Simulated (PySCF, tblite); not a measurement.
# C2H10B2SSi: geometry, infrared bands and NMR shifts

Wanted: the infrared bands and NMR shifts of C2H10B2SSi (`BBCCS[SiH3]`), by calculation.

Programs: tblite 0.8.0 and PySCF 2.14.0, with density-fitted response routines of our own. Each step states its level of theory. These are calculated values for one molecule in the gas phase, unless marked as measured. Atoms count from 0, in the outputs and in this text.

### 1 The molecule as given

16 atoms, charge 0, multiplicity 1; geometry from: force field or distance geometry start.

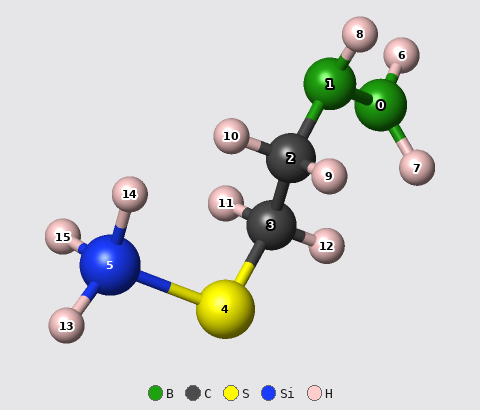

As it starts; boron green, carbon dark grey, sulfur yellow, silicon blue, hydrogen pink, atoms numbered; sticks join atoms by distance.

### 2 Relaxing the molecule with GFN2-xTB

The job: settings as JSON, then the geometry in Å.

```
{"job": {"kind": "relax", "xc": "GFN2-xTB", "basis": "xTB"}, "charge": 0, "multiplicity": 1}
B      2.825800    -0.675400     0.353900
B      1.860400     0.439200    -0.474400
C      0.428200     0.703300     0.140700
C     -0.078000    -0.478600     0.911900
S     -1.735700    -0.154900     1.589700
Si    -3.033400    -0.014800    -0.133100
H      3.807400    -1.115300    -0.099100
H      2.700300    -0.618900     1.552600
H      2.434500     1.388200    -0.893300
H      0.441700     1.644600     0.720500
H     -0.271600     0.833800    -0.738500
H     -0.194500    -1.330300     0.210700
H      0.633200    -0.764500     1.740700
H     -4.406900     0.291300     0.248900
H     -2.458800     1.099800    -0.948800
H     -2.960100    -1.238600    -0.926400
```

On the command line:

```bash
$ OMP_NUM_THREADS=1 python probes_run.py task.json out
```

The driver reads the jobs from task.json and runs them one after another.

Output:

```text
step      E/eV     max force
  0    -456.55837    1.805
  1    -456.71073    1.376
  2    -456.85056    0.969
  3    -456.91759    0.706
  4    -456.98295    0.538
  5    -457.01752    0.569
  6    -457.06108    0.492
  7    -457.08924    0.390
  8    -457.11195    0.366
  9    -457.12764    0.395
 10    -457.14561    0.363
 11    -457.16529    0.333
 12    -457.18356    0.369
 13    -457.19945    0.342
 14    -457.21599    0.286
 15    -457.23489    0.341
 16    -457.25340    0.364
 17    -457.26821    0.252
 18    -457.27882    0.243
 19    -457.28754    0.198
 20    -457.29637    0.266
 21    -457.30431    0.262
 22    -457.31043    0.207
 23    -457.31503    0.154
 24    -457.31799    0.132
 25    -457.32065    0.150
 26    -457.32376    0.115
 27    -457.32606    0.121
 28    -457.32759    0.086
 29    -457.32875    0.089
 30    -457.32999    0.104
 31    -457.33138    0.111
 32    -457.33259    0.106
 33    -457.33354    0.075
 34    -457.33433    0.072
 35    -457.33517    0.064
 36    -457.33581    0.059
 37    -457.33618    0.037
 38    -457.33637    0.031
 39    -457.33652    0.030
 40    -457.33666    0.027
 41    -457.33681    0.035
 42    -457.33698    0.045
 43    -457.33719    0.042
 44    -457.33742    0.036
 45    -457.33764    0.036
 46    -457.33783    0.037
 47    -457.33806    0.048
 48    -457.33840    0.050
 49    -457.33884    0.066
 50    -457.33931    0.067
 51    -457.33974    0.051
 52    -457.34018    0.055
 53    -457.34071    0.063
 54    -457.34130    0.071
 55    -457.34183    0.058
 56    -457.34227    0.054
 57    -457.34278    0.060
 58    -457.34344    0.074
 59    -457.34421    0.083
 60    -457.34483    0.070
 61    -457.34514    0.038
 62    -457.34529    0.042
 63    -457.34543    0.040
 64    -457.34557    0.028
 65    -457.34567    0.024
 66    -457.34576    0.032
 67    -457.34588    0.044
 68    -457.34607    0.048
 69    -457.34631    0.037
 70    -457.34649    0.030
 71    -457.34661    0.025
 72    -457.34672    0.039
 73    -457.34687    0.044
 74    -457.34708    0.043
 75    -457.34730    0.035
 76    -457.34747    0.033
 77    -457.34759    0.033
 78    -457.34768    0.024
 79    -457.34775    0.018
 80    -457.34782    0.019
 81    -457.34788    0.028
 82    -457.34797    0.028
 83    -457.34805    0.021
 84    -457.34811    0.023
 85    -457.34816    0.021
 86    -457.34820    0.017
 87    -457.34825    0.018
 88    -457.34830    0.019
 89    -457.34836    0.020
 90    -457.34843    0.023
 91    -457.34852    0.024
 92    -457.34861    0.025
 93    -457.34872    0.023
 94    -457.34882    0.022
 95    -457.34894    0.024
 96    -457.34908    0.026
 97    -457.34923    0.028
 98    -457.34936    0.025
 99    -457.34945    0.025
100    -457.34952    0.027
101    -457.34963    0.024
102    -457.34980    0.026
103    -457.35004    0.029
104    -457.35028    0.031
105    -457.35046    0.030
106    -457.35058    0.023
107    -457.35068    0.022
108    -457.35078    0.021
109    -457.35086    0.035
110    -457.35096    0.019
111    -457.35108    0.021
112    -457.35113    0.023
113    -457.35122    0.017
114    -457.35127    0.015
115    -457.35131    0.011
116    -457.35133    0.009
```

Wall time 1.3 s (1 thread of Arm Neoverse N1, shared host).

Along the way: (not every step is listed)

```
step  energy from step 0 (eV)  largest force (eV/Å)
   0                   0.0000                1.8046
   1                  -0.1524                1.3764
   2                  -0.2922                0.9688
   3                  -0.3592                0.7064
   4                  -0.4246                0.5381
   5                  -0.4591                0.5689
   6                  -0.5027                0.4924
   7                  -0.5309                0.3899
   8                  -0.5536                0.3657
  18                  -0.7204                0.2429
  28                  -0.7692                0.0860
  38                  -0.7780                0.0315
  48                  -0.7800                0.0500
  58                  -0.7851                0.0737
  68                  -0.7877                0.0485
  78                  -0.7893                0.0242
  88                  -0.7899                0.0187
  98                  -0.7910                0.0249
 108                  -0.7924                0.0213
 111                  -0.7927                0.0215
 112                  -0.7928                0.0229
 113                  -0.7928                0.0168
 114                  -0.7929                0.0146
 115                  -0.7929                0.0110
 116                  -0.7930                0.0092
```

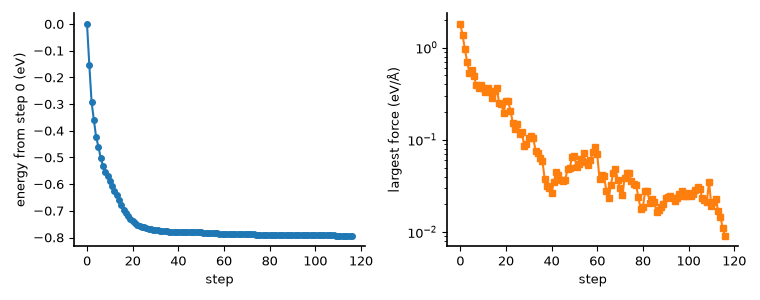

Energy and largest force along the relaxation.

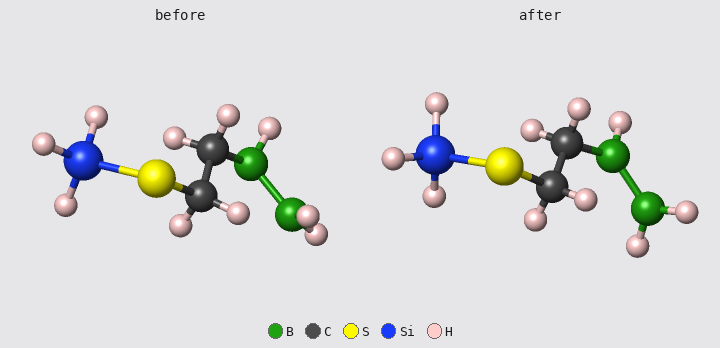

Before and after, at one scale.

Close pairs (by a distance rule), those that changed most:

```
   bond  before (Å)  after (Å)  change (Å)
  B0–B1       1.691      1.621      -0.070
 C3–H12       1.129      1.089      -0.040
 C2–H10       1.131      1.095      -0.036
Si5–H14       1.496      1.461      -0.035
  B0–H7       1.207      1.173      -0.033
 S4–Si5       2.161      2.138      -0.024
  C2–C3       1.499      1.519      +0.020
 C3–H11       1.109      1.090      -0.020
```

The final coordinates are the input of the step that follows.

### 3 Infrared spectrum with GFN2-xTB

The job: settings as JSON, then the geometry in Å.

```
{"job": {"kind": "ir", "xc": "GFN2-xTB", "basis": "xTB"}, "charge": 0, "multiplicity": 1}
B      2.923235    -0.654402     0.333310
B      1.973751     0.547840    -0.197988
C      0.444414     0.740200     0.184152
C     -0.183116    -0.383444     0.990951
S     -1.886372    -0.004098     1.567171
Si    -2.990996    -0.015549    -0.262840
H      3.070602    -1.660907    -0.251718
H      3.549742    -0.573357     1.322039
H      2.383613     1.390776    -0.911197
H      0.363540     1.668647     0.759873
H     -0.152852     0.908042    -0.718167
H     -0.232075    -1.307994     0.416059
H      0.377512    -0.568851     1.906112
H     -4.362599    -0.232248     0.158770
H     -2.829954     1.256352    -0.963683
H     -2.456045    -1.102061    -1.076772
```

Output:

```text
mode    cm-1     km/mol
  1      28.0      0.41
  2      60.9      1.43
  3     100.9      0.30
  4     112.6      0.36
  5     121.6      1.09
  6     177.1      1.68
  7     253.6      4.24
  8     300.0      0.04
  9     381.5      0.84
 10     434.0      1.32
 11     518.0     49.15
 12     536.6     52.35
 13     561.8     45.29
 14     622.4      2.36
 15     704.1     10.90
 16     736.8     71.59
 17     744.6    193.08
 18     777.2     41.52
 19     782.8    496.14
 20     796.1    173.39
 21     807.0     43.73
 22     868.9     30.17
 23     889.4     30.59
 24    1077.1      6.41
 25    1086.3      2.53
 26    1091.0     37.09
 27    1168.7      2.89
 28    1215.2      6.14
 29    1245.3      7.06
 30    1284.9     27.75
 31    1446.0      8.30
 32    1455.8      0.33
 33    2275.6    299.17
 34    2297.6    171.60
 35    2372.0    227.80
 36    2571.7    121.98
 37    2610.2     77.83
 38    2622.9    105.31
 39    2928.6     20.40
 40    2951.7     16.83
 41    2977.4     23.37
 42    3004.3     11.40
```

It took 0.84 s on 1 thread of Arm Neoverse N1, shared host.

The strongest bands and the atoms that carry them (share of the mass-weighted mode):

```csv
cm⁻¹,km/mol,atoms
745,193.1,"H13 50 %, H15 43 %"
783,496.1,"H14 31 %, H13 29 %, H15 15 %"
796,173.4,"H14 52 %, H15 33 %"
2276,299.2,"H14 83 %, H15 13 %"
2298,171.6,"H15 84 %, H14 14 %"
2372,227.8,H13 97 %
2572,122.0,H8 92 %
2623,105.3,"H7 50 %, H6 39 %, B0 11 %"
```

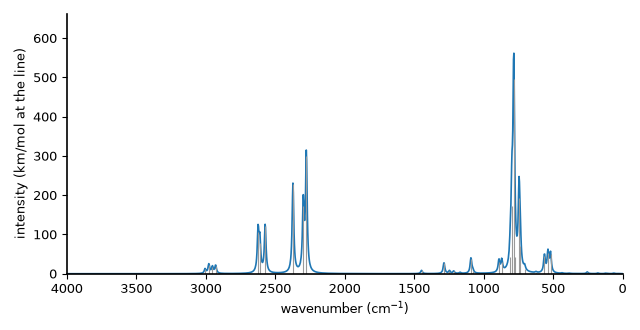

The infrared spectrum from these modes, unscaled. Lines are broadened to a width of 14 cm⁻¹ (Lorentzian).

### 4 Nuclear shieldings: PBE0/pcSseg-1

Settings changed since step 3:

```diff
@@ -1,2 +1,2 @@
-{"job": {"kind": "ir", "xc": "GFN2-xTB", "basis": "xTB"}, "charge": 0, "multiplicity": 1}
+{"job": {"kind": "nmr", "xc": "PBE0", "basis": "pcSseg-1"}, "charge": 0, "multiplicity": 1}
 B      2.923235    -0.654402     0.333310
```

With the program's defaults for keys left out, this is: GIAO PBE0/pcSseg-1 NMR shielding, non-relativistic, gas phase.

Output:

```text
coarse grid: 13792 points
cycle   1  E = -819.0173725422  dE =  2.151e-01  |g| = 3.054e-01  |ddm| = 3.468e+00
cycle   2  E = -819.0226564235  dE = -5.284e-03  |g| = 2.939e-01  |ddm| = 7.318e-01
cycle   3  E = -819.0466670118  dE = -2.401e-02  |g| = 4.173e-02  |ddm| = 3.808e-01
cycle   4  E = -819.0470696546  dE = -4.026e-04  |g| = 1.836e-02  |ddm| = 7.046e-02
cycle   5  E = -819.0471613614  dE = -9.171e-05  |g| = 5.410e-03  |ddm| = 2.537e-02
cycle   6  E = -819.0471680020  dE = -6.641e-06  |g| = 1.284e-03  |ddm| = 5.896e-03
final grid: 122224 points
cycle   7  E = -819.0816547186  dE = -3.497e-05  |g| = 6.683e-03  |ddm| = 2.448e-02
cycle   8  E = -819.0816477503  dE =  6.968e-06  |g| = 8.405e-03  |ddm| = 1.415e-02
cycle   9  E = -819.0816661807  dE = -1.843e-05  |g| = 7.305e-04  |ddm| = 8.784e-03
cycle  10  E = -819.0816663342  dE = -1.536e-07  |g| = 1.719e-04  |ddm| = 1.042e-03
cycle  11  E = -819.0816663414  dE = -7.158e-09  |g| = 5.034e-05  |ddm| = 1.963e-04
cycle  12  E = -819.0816663420  dE = -6.557e-10  |g| = 1.166e-05  |ddm| = 6.186e-05
converged SCF energy = -819.0816663420

GIAO shielding tensors (ppm)
atom      isotropic    diamagn.    paramagn.     s11        s22        s33       span
  0 B       -7.401     196.299    -203.701   -140.137    -20.229    138.162    278.299
  1 B       -5.296     192.050    -197.345   -118.537    -12.509    115.160    233.697
  2 C      143.059     252.667    -109.608    115.858    152.298    161.020     45.162
  3 C      148.111     251.326    -103.215    123.492    147.465    173.376     49.884
  4 S      641.510    1057.562    -416.052    435.831    592.047    896.652    460.821
  5 Si     402.792     879.428    -476.635    354.546    393.734    460.096    105.550
  6 H       21.508      29.381      -7.873      8.362     25.349     30.814     22.452
  7 H       21.473      29.303      -7.830      8.490     25.229     30.701     22.211
  8 H       22.158      29.160      -7.002     12.092     25.505     28.877     16.784
  9 H       29.709      31.580      -1.871     25.941     28.771     34.415      8.475
 10 H       29.432      33.427      -3.995     24.673     30.184     33.440      8.767
 11 H       29.032      33.592      -4.560     23.687     28.085     35.324     11.637
 12 H       29.052      32.491      -3.440     23.109     27.461     36.586     13.478
 13 H       27.129      28.390      -1.261     23.529     24.808     33.051      9.521
 14 H       26.895      29.404      -2.509     22.737     25.330     32.617      9.880
 15 H       27.249      29.883      -2.634     24.002     25.319     32.425      8.423
```

Wall time 39 s (1 thread of Arm Neoverse N1, shared host); peak memory 0.7 GiB.

The references, computed at this level on geometries of the same kind, shield at (ppm): 1H TMS 31.72, 13C TMS 186.9, 29Si TMS 349.2, 11B BF3·OEt2 100.1, 33S CS2 504. Their shielding less the atom's gives the shift. The references are single molecules in the gas phase. Atoms listed in one row are averaged.

| atoms | environment | σ (ppm) | δ (ppm) | δ scaled to CDCl3 |
| --- | --- | --- | --- | --- |
| C2 | sp3 CH2 bonded to B | 143.1 | 43.9 | 40.9 |
| C3 | sp3 CH2 bonded to S | 148.1 | 38.8 | 31.6 |
| H6, H7 | hydrogen on a boron bonded to B | 21.49 | 10.23 | – |
| H8 | hydrogen on a boron bonded to C, B | 22.16 | 9.56 | – |
| H13, H14, H15 | hydrogen on a silicon bonded to S | 27.09 | 4.63 | – |
| H11, H12 | hydrogen on an sp3 CH2 bonded to S | 29.04 | 2.68 | 2.63 |
| H9, H10 | hydrogen on an sp3 CH2 bonded to B | 29.57 | 2.15 | 2.13 |
| B0 | boron bonded to B, 2 H | -7.4 | 107.5 | – |
| B1 | boron bonded to C, B, H | -5.3 | 105.4 | – |
| S4 | sulfur bonded to C, Si | 642 | -138 | – |
| Si5 | silicon bonded to S, 3 H | 402.8 | -53.6 | – |

The scaled column applies a straight-line fit of computed shieldings to shifts measured in CDCl3, with any fitted terms for Cl, Br or S neighbours (root-mean-square error 0.16 ppm for H, 1.9 ppm for C).

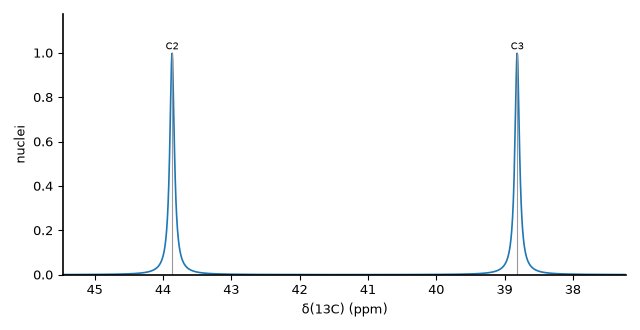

13C lines at the computed shifts, without couplings. Lines are broadened to a width of 0.08 ppm (Lorentzian).

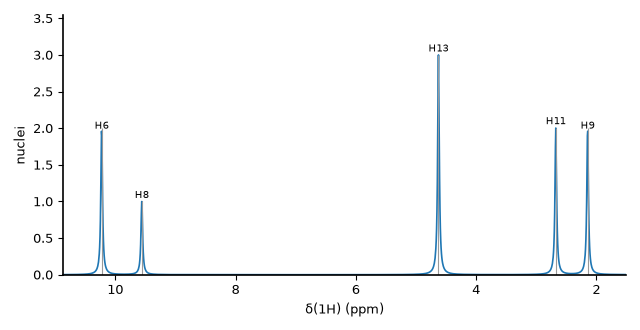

1H lines at the computed shifts, without couplings. Lines are broadened to a width of 0.03 ppm (Lorentzian).

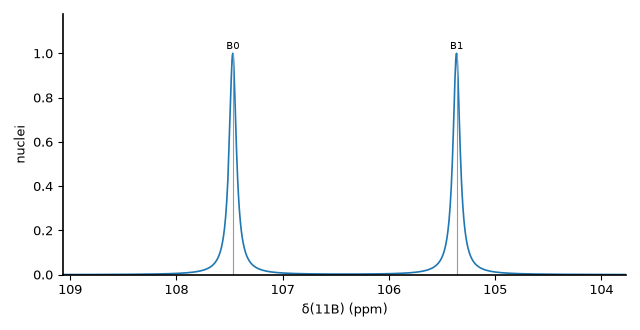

11B lines at the computed shifts, without couplings. Lines are broadened to a width of 0.08 ppm (Lorentzian).

Charges from the same density, by scheme (e):

| atoms | Mulliken | IAO | Hirshfeld | ESP fit |
| --- | --- | --- | --- | --- |
| B0 | -0.08 | -0.09 | 0.09 | 0.16 |
| B1 | 0.13 | 0.05 | 0.11 | 0.14 |
| C2 | -0.44 | -0.38 | -0.13 | -0.04 |
| C3 | -0.35 | -0.32 | -0.07 | -0.17 |
| S4 | -0.27 | -0.20 | -0.11 | -0.34 |
| Si5 | 0.44 | 0.54 | 0.29 | 0.34 |

IAO charges:

B0 -0.09; B1 0.05; C2 -0.38; C3 -0.32; S4 -0.20; Si5 0.54; H6 0.04; H7 0.04; H8 0.04; H9 0.17; H10 0.15; H11 0.14; H12 0.16; H13 -0.10; H14 -0.13; H15 -0.12

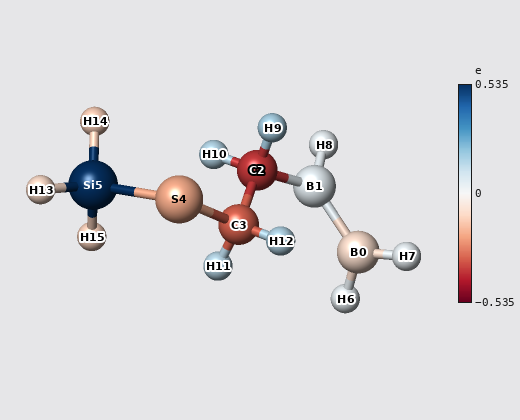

IAO charges, as colours on the atoms.

Mayer bond orders: B0–B1 1.09, B1–C2 0.98, C2–C3 1.01, C3–S4 1.01, S4–Si5 0.97.

### 5 Results

```
                                                              quantity                              value
                             strongest single infrared mode (GFN2-xTB)               783 cm⁻¹, 496 km/mol
                                          zero-point energy (GFN2-xTB)                      70.0 kcal/mol
                                13C shifts against TMS (PBE0/pcSseg-1)                     43.9, 38.8 ppm
1H shifts against TMS (PBE0/pcSseg-1, means over atoms taken as alike)  10.23, 9.56, 4.63, 2.68, 2.15 ppm
                           11B shifts against BF3·OEt2 (PBE0/pcSseg-1)                   107.5, 105.4 ppm
                                33S shifts against CS2 (PBE0/pcSseg-1)                           -138 ppm
                               29Si shifts against TMS (PBE0/pcSseg-1)                          -53.6 ppm
```

In words: Over 116 steps the energy fell by 0.793 eV; of the close pairs, B0–B1 changed most, 1.691 to 1.621 Å. All 42 modes are real, so the xTB geometry is a minimum. The strongest single mode, at 783 cm⁻¹, is carried by H14, H13, H15. GFN2-xTB is a fitted tight-binding method: band positions and strengths are rough. Its intensities can rank the bands wrongly. At PBE0/pcSseg-1: The widest tensor belongs to S4: span 461 ppm, with a paramagnetic part of -416 ppm.
